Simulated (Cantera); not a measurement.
A closed system holds: 1 mol Si₂H₆, a varied amount of CO₂, equilibrated at 673.15 K and 77.0 Pa.

Method: chemical equilibrium by Gibbs-energy minimisation in Cantera with the NASA 1993 tables (ideal gas, pure condensed phases). Candidate condensed phases: C, C₆H₆, C₇H₈, C₈H₁₈, H₂O, Si, SiC, SiO₂; 123 gas species. The feed counts by its element totals alone. Rates play no part.

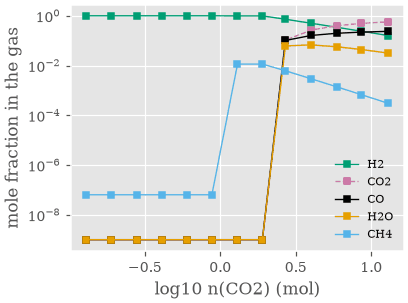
Fig. 1. Equilibrium gas composition (values under 1e-9 drawn at 1e-9)

From 0.13 mol CO₂ to 0.88 mol CO₂ the condensed part is Si(s) + SiC(s) + SiO₂(α-quartz). From 1.3 mol CO₂ to 1.9 mol CO₂ the condensed part is C(graphite) + SiC(s) + SiO₂(α-quartz). From 2.7 mol CO₂ to 13 mol CO₂ the condensed part is C(graphite) + SiO₂(α-quartz).
